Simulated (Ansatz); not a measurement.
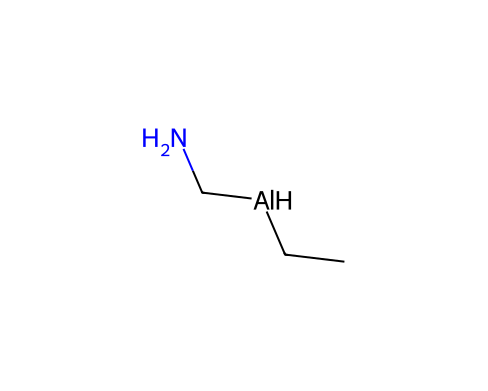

The picture comes from a calculation with Ansatz.

Skeletal drawing of a molecule.

> Transcribe the drawing into SMILES.

C[CH2][AlH][CH2]N

> What is the molecular formula?

C3H10AlN.

> An optimisation with PBE-D4/def2-SVP gave a structure of which point group?

C1. Other conformers may differ.
